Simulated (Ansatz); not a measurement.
Given this structure, coordinates from a relaxation with DFT, PAW plane waves, r2scan (Ansatz); the starting structure was generated, so it need not be a known form of this composition, written in its standard cell:

```
Br Ag
1.0
     3.88349    0.00000    0.00000
    -1.94175    3.36320    0.00000
     0.00000    0.00000    8.24166
Br Ag
3 1
Direct
  0.00000 0.00000 0.00000
  0.33333 0.66667 0.30840
  0.66667 0.33333 0.69160
  0.00000 0.00000 0.50000
```

### Predict the [101] zone-axis pattern (200 kV, kinematic, B = 1 Å²).

The spots form a centred rectangular net whose two shortest vectors correspond to d = 3.36 Å and 3.11 Å, 62.4° apart. They are 0 1 0 and 1 0 -1. The pattern has symmetry 2. No reflection of this zone is absent.

Strongest reflections with d > 1.03 Å, one of each family (|F|² from tabulated Gaussian fits of the electron scattering factors, times a small damping for the curvature of the Ewald sphere):

```json
{"hkl": "2 0 -2", "d (Å)": "1.557", "I (strongest = 100)": "100"}
{"hkl": "1 0 -1", "d (Å)": "3.114", "I (strongest = 100)": "70"}
{"hkl": "2 -3 -2", "d (Å)": "1.215", "I (strongest = 100)": "49"}
{"hkl": "1 -1 -1", "d (Å)": "3.114", "I (strongest = 100)": "46"}
{"hkl": "0 3 0", "d (Å)": "1.121", "I (strongest = 100)": "40"}
{"hkl": "0 1 0", "d (Å)": "3.363", "I (strongest = 100)": "34"}
```

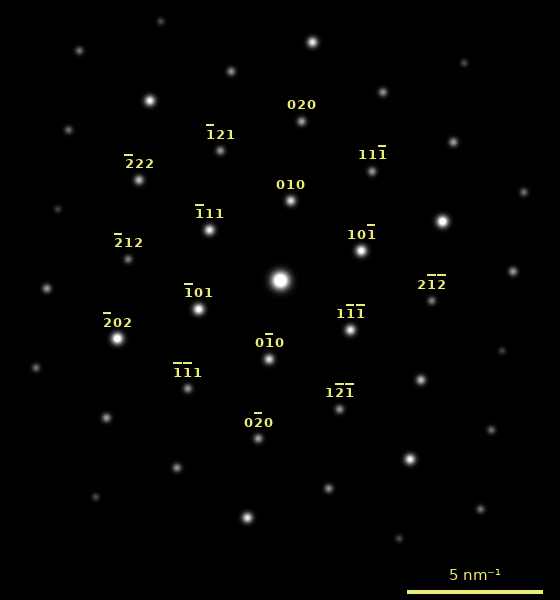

Calculated pattern, seen from the source side with [101] pointing towards the source.
